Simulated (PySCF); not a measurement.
SMILES CB(C)/C=C/[Si](Cl)(Cl)Cl (C₄H₈BCl₃Si), singlet at its GFN2-xTB optimised geometry (Å):

```
17

Si    -0.0584     0.1525     0.0000
Cl     1.9691     0.1525     0.0000
Cl    -0.6953     2.0788     0.0000
Cl    -0.7167    -0.7482     1.6868
C     -0.6914    -0.7535    -1.5217
C     -1.5787    -1.7562    -1.5285
B     -2.1401    -2.4484    -2.8064
C     -1.1797    -2.8389    -3.9914
C     -3.6860    -2.7400    -2.8862
H     -0.3111    -0.4102    -2.4772
H     -1.9691    -2.0788    -0.5678
H     -1.5259    -3.6974    -4.5618
H     -0.1533    -3.0217    -3.6834
H     -1.1513    -2.0011    -4.6898
H     -4.0641    -2.8172    -3.9025
H     -4.2925    -2.0151    -2.3480
H     -3.8706    -3.7049    -2.4115
```

Level of theory: PySCF with PBE0/def2-SVP. Cells within 0.4 Å of a nucleus heavier than hydrogen are left out (blank, or x).

Map of the log10 of the electron density (e/bohr³), floored at −4 on the plane z = 0.0 Å:

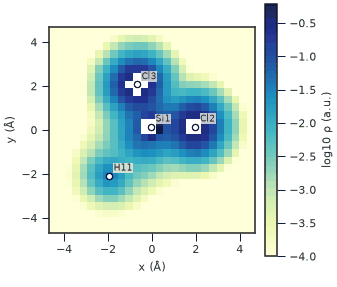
*Log10 of the electron density (e/bohr³), floored at −4 on the plane z = 0.0 Å.*
